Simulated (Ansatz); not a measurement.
**N₂H+: geometry and frequencies at several levels**

The task, for N₂H+: geometry and frequencies at several levels. Charge +1.

Computed with Ansatz 0.2.0 (the levels named in each step, unless a step's input says otherwise).

## (1) The starting structure

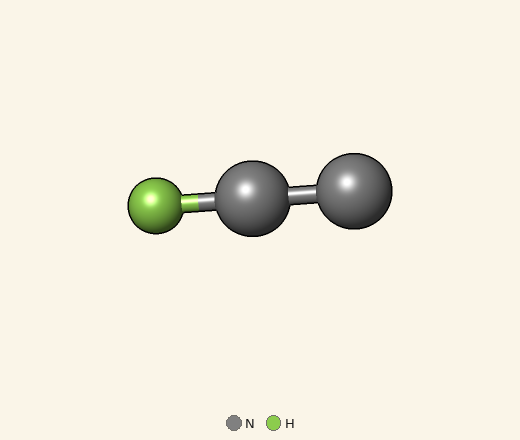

Start, viewed from a chosen angle; nitrogen grey, hydrogen green.

Structure file:

```xyz
3

N     0.0000    0.0000   -1.0636
N     0.0000    0.0000    0.0166
H     0.0000    0.0000    1.0470
```

## (2) A rough first relaxation, PBE-D4/def2-SVP

This run stands in another session on the same molecule. It ended at:

```xyz
3

N     0.0000    0.0000   -1.0891
N     0.0000    0.0000    0.0183
H     0.0000    0.0000    1.0709
```

## (3) Relaxation, PBE0-D4/def2-TZVPP

This run stands in another session on the same molecule. It ended at:

```xyz
3

N     0.0000    0.0000   -1.0681
N     0.0000    0.0000    0.0162
H     0.0000    0.0000    1.0518
```

## (4) Relaxation, CCSD(T)/cc-pV(T+d)Z

The input, input.yaml:

```yaml
crystal:
  periodic: [false, false, false]
  atoms:
    - { symbol: "N", position_ang: [0.0, 0.0, -1.06806492] }
    - { symbol: "N", position_ang: [0.0, 0.0, 0.01622409] }
    - { symbol: H, position_ang: [0.0, 0.0, 1.05184083] }
total_charge: 1
basis:
  gaussian: { orbitals: "cc-pV(T+d)Z.json" }
correlation:
  method: ccsd_t
relax:
  f_tol: 0.002
  max_steps: 40
```

Command:

```
$ ansatz run input.yaml --threads 2 --pin off --max-ram 5120MiB --backend cpu --events-out ev --progress --plain --runs-dir out
```

Standard output (excerpt; [...] marks lines left out):

```text
Warning: RAYON_NUM_THREADS=2 ignored (pool sized by the plan → 2); use --threads N
[...]
Functional definition: HF
[...]
529 factors; integrals over basis functions are off by at most 3.8e-4 eV
[...]
mean field -2970.90193214 eV, -109.1786322566 hartree, gradient 6.5e-6 eV, S^2 0.000000; 0 other end points of the search recorded, 0 dependent functions left out
2 core orbitals not correlated: weight in the atoms' cores, before any rotation towards them, 1.000 or more for the frozen orbitals, at most 0.000 for the correlated occupied ones
reference -2970.90193214 eV, -109.1786322566 hartree; 5, 5 occupied and 67, 67 virtual orbitals, 529 factors
second order -10.17499285 eV of doubles, -0.00000000 eV of singles
cycle   1  -9.77429649 eV  change    4.0e-1 eV  update   8.2e-2
[...]
perturbative correction -0.49987478 eV, -0.0183700592 hartree
[...]
relax step   1: F+E_penalty+E_count = -2981.61832716 eV  Δ(F+E_penalty+E_count) = +0.000e0 eV  max|allowed force component| = 2.354e0 eV/Å  Δτ_max = 0.0000 Å  (53 SCF iters, accepted)
[...]
relax step   6: F+E_penalty+E_count = -2981.63502943 eV  Δ(F+E_penalty+E_count) = -1.158e-7 eV  max|allowed force component| = 5.839e-3 eV/Å  Δτ_max = 0.0000 Å  (23 SCF iters, accepted)
[...]
relax step   7: F+E_penalty+E_count = -2981.63502873 eV  Δ(F+E_penalty+E_count) = +6.986e-7 eV  max|allowed force component| = 2.914e-5 eV/Å  Δτ_max = 0.0000 Å  (24 SCF iters, accepted)
529 factors; integrals over basis functions are off by at most 3.8e-4 eV
mean field -2970.81963864 eV, -109.1756080262 hartree, gradient 1.1e-6 eV, S^2 0.000000; 1 other end points of the search recorded, 0 dependent functions left out
2 core orbitals not correlated: weight in the atoms' cores, before any rotation towards them, 1.000 or more for the frozen orbitals, at most 0.000 for the correlated occupied ones
reference -2970.81963864 eV, -109.1756080262 hartree; 5, 5 occupied and 67, 67 virtual orbitals, 529 factors
second order -10.29095856 eV of doubles, -0.00000000 eV of singles
[...]
cycle   9  -10.29888835 eV  change    4.1e-6 eV  update   3.4e-6
perturbative correction -0.51650179 eV, -0.0189810906 hartree
[...]
Total energy: -2981.63502877 eV, -109.5730662826 hartree
Atom 0 at    -0.000000    -0.000000    -1.077544 Å, force    -0.000000    -0.000000     0.000006 eV/Å
Atom 1 at    -0.000000     0.000000     0.021639 Å, force    -0.000000    -0.000000     0.000023 eV/Å
Atom 2 at     0.000000    -0.000000     1.055905 Å, force    -0.000000     0.000000    -0.000029 eV/Å
Dipole moment:    -0.000000     0.000000     0.649566 e Å
```

It took 9.3 s on 2 threads of AMD EPYC 9R45 (Zen 5), shared host; peak memory 0.27 GiB.

Step by step:

| step | E - E(step 1) (eV) | largest force component (eV/Å) |
| --- | --- | --- |
| 1 | 0.0000 | 2.3538 |
| 2 | -0.0165 | 0.2769 |
| 3 | -0.0167 | 0.0098 |
| 4 | -0.0167 | 0.0025 |
| 5 | -0.0167 | 0.0027 |
| 6 | -0.0167 | 0.0058 |
| 7 | -0.0167 | 0.0000 |

Step 1 is the start. Steps 4, 5 were tried and not accepted.

Before: Bond lengths: N1–N2 1.084 Å, N2–H3 1.036 Å. Angles: N1–N2–H3 180.0°.

After: Bond lengths: N1–N2 1.099 Å, N2–H3 1.034 Å. Angles: N1–N2–H3 180.0°.

## (5) Frequencies, CCSD(T)/cc-pV(T+d)Z

The input, input.yaml:

```yaml
crystal:
  periodic: [false, false, false]
  atoms:
    - { symbol: "N", position_ang: [0.0, 0.0, -1.07754396] }
    - { symbol: "N", position_ang: [0.0, 0.0, 0.02163918] }
    - { symbol: H, position_ang: [0.0, 0.0, 1.05590478] }
total_charge: 1
basis:
  gaussian: { orbitals: "cc-pV(T+d)Z.json" }
correlation:
  method: ccsd_t
phonons: {}
```

Command:

```
$ ansatz run input.yaml --threads 2 --pin off --max-ram 5120MiB --backend cpu --events-out ev --progress --plain --runs-dir out
```

Standard output (excerpt; [...] marks lines left out):

```text
Warning: RAYON_NUM_THREADS=2 ignored (pool sized by the plan → 2); use --threads N
[...]
[... 1 set-up line as earlier in the session ...]
[...]
529 factors; integrals over basis functions are off by at most 3.9e-4 eV
[...]
mean field -2970.81963867 eV, -109.1756080273 hartree, gradient 3.8e-6 eV, S^2 0.000000; 0 other end points of the search recorded, 0 dependent functions left out
2 core orbitals not correlated: weight in the atoms' cores, before any rotation towards them, 1.000 or more for the frozen orbitals, at most 0.000 for the correlated occupied ones
reference -2970.81963867 eV, -109.1756080273 hartree; 5, 5 occupied and 67, 67 virtual orbitals, 529 factors
second order -10.29095852 eV of doubles, -0.00000000 eV of singles
cycle   1  -9.83087619 eV  change    4.6e-1 eV  update   8.6e-2
[...]
perturbative correction -0.51650177 eV, -0.0189810901 hartree
[...]
529 factors; integrals over basis functions are off by at most 3.9e-4 eV
[...]
2 core orbitals not correlated: weight in the atoms' cores, before any rotation towards them, 1.000 or more for the frozen orbitals, at most 0.000 for the correlated occupied ones
reference -2970.82061005 eV, -109.1756437248 hartree; 5, 5 occupied and 67, 67 virtual orbitals, 529 factors
second order -10.28984216 eV of doubles, -0.00000000 eV of singles
[...]
cycle   9  -10.29795817 eV  change    4.2e-6 eV  update   3.4e-6
perturbative correction -0.51633945 eV, -0.0189751249 hartree
[...]
Total energy: -2981.63502867 eV, -109.5730662790 hartree
Atom 0 at     0.000000     0.000000    -1.077544 Å, force     0.000000    -0.000000     0.000006 eV/Å
Atom 1 at     0.000000     0.000000     0.021639 Å, force    -0.000000    -0.000000     0.000024 eV/Å
Atom 2 at     0.000000     0.000000     1.055905 Å, force     0.000000     0.000000    -0.000029 eV/Å
Dipole moment:    -0.000000    -0.000000     0.649566 e Å
Vibrations: 701.99 701.99 2280.18 3408.81 cm⁻¹, zero-point energy 0.439708 eV
```

Run time: 21 s. Hardware: 2 threads of AMD EPYC 9R45 (Zen 5), shared host; peak memory 0.27 GiB.

Harmonic frequencies (cm⁻¹; negative: imaginary): 702, 702, 2280, 3409.

## (6) Relaxation, CCSD(T)/cc-pwCVTZ, all electrons

Edit input.yaml of step 5 so:

```diff
@@ -8,5 +8,8 @@
 basis:
-  gaussian: { orbitals: "cc-pV(T+d)Z.json" }
+  gaussian: { orbitals: cc-pwCVTZ.json }
 correlation:
   method: ccsd_t
-phonons: {}
+  frozen_orbitals: { H: 0, "N": 0 }
+relax:
+  f_tol: 0.002
+  max_steps: 40
```

Command:

```
$ ansatz run input.yaml --threads 2 --pin off --max-ram 5120MiB --backend cpu --events-out ev --progress --plain --runs-dir out
```

Standard output (excerpt; [...] marks lines left out):

```text
Warning: RAYON_NUM_THREADS=2 ignored (pool sized by the plan → 2); use --threads N
[...]
[... 1 set-up line as earlier in the session ...]
[...]
632 factors; integrals over basis functions are off by at most 3.8e-4 eV
[...]
mean field -2970.84546625 eV, -109.1765571733 hartree, gradient 2.5e-6 eV, S^2 0.000000; 0 other end points of the search recorded, 0 dependent functions left out
reference -2970.84546625 eV, -109.1765571733 hartree; 7, 7 occupied and 93, 93 virtual orbitals, 632 factors
second order -13.11369894 eV of doubles, -0.00000000 eV of singles
cycle   1  -12.67619857 eV  change    4.4e-1 eV  update   8.9e-2
[...]
perturbative correction -0.56050022 eV, -0.0205980030 hartree
[...]
relax step   1: F+E_penalty+E_count = -2984.58298434 eV  Δ(F+E_penalty+E_count) = +0.000e0 eV  max|allowed force component| = 5.245e-1 eV/Å  Δτ_max = 0.0000 Å  (52 SCF iters, accepted)
[...]
632 factors; integrals over basis functions are off by at most 3.8e-4 eV
[...]
mean field -2970.86992776 eV, -109.1774561174 hartree, gradient 2.6e-6 eV, S^2 0.000000; 1 other end points of the search recorded, 0 dependent functions left out
reference -2970.86992776 eV, -109.1774561174 hartree; 7, 7 occupied and 93, 93 virtual orbitals, 632 factors
second order -13.08597297 eV of doubles, -0.00000000 eV of singles
[...]
cycle   9  -13.15786335 eV  change    3.6e-6 eV  update   3.2e-6
perturbative correction -0.55616009 eV, -0.0204385064 hartree
[...]
Total energy: -2984.58395121 eV, -109.6814371831 hartree
Atom 0 at     0.000000     0.000000    -1.074909 Å, force     0.000000    -0.000000     0.000251 eV/Å
Atom 1 at    -0.000000    -0.000000     0.020629 Å, force    -0.000000     0.000000     0.000135 eV/Å
Atom 2 at     0.000000     0.000000     1.054280 Å, force     0.000000    -0.000000    -0.000386 eV/Å
Dipole moment:    -0.000000     0.000000     0.650929 e Å
```

Run time: 27 s. Hardware: 2 threads of AMD EPYC 9R45 (Zen 5), shared host; peak memory 0.57 GiB.

The steps of the relaxation:

| step | E - E(step 1) (eV) | largest force component (eV/Å) |
| --- | --- | --- |
| 1 | 0.0000 | 0.5245 |
| 2 | -0.0010 | 0.0626 |
| 3 | -0.0010 | 0.0037 |
| 4 | -0.0010 | 0.0004 |

Step 1 is the start.

Before: Bond lengths: N1–N2 1.099 Å, N2–H3 1.034 Å. Angles: N1–N2–H3 180.0°.

After: Bond lengths: N1–N2 1.096 Å, N2–H3 1.034 Å. Angles: N1–N2–H3 180.0°.

## (7) Geometries side by side

```csv
level,N1–N2 (Å),rotational constants (MHz),highest frequency (cm⁻¹),CPU time
PBE0-D4/def2-TZVPP,1.0843,47439,-,1.6 s
CCSD(T)/cc-pV(T+d)Z,1.0992,46366,3409,17 s
"CCSD(T)/cc-pwCVTZ, all electrons",1.0955,46638,-,53 s
```

Constants are for the commonest isotopes at the equilibrium geometry; times are CPU times of the relaxations.

## (8) Summary of results

```
                                 quantity             value
N1–N2 at CCSD(T)/cc-pwCVTZ, all electrons           1.096 Å
       frequencies at CCSD(T)/cc-pV(T+d)Z  702 to 3409 cm⁻¹
```

The N–N distance spreads over 0.015 Å, from PBE0-D4/def2-TZVPP (shortest) to CCSD(T)/cc-pV(T+d)Z. No mode is imaginary, so the geometry is a minimum.
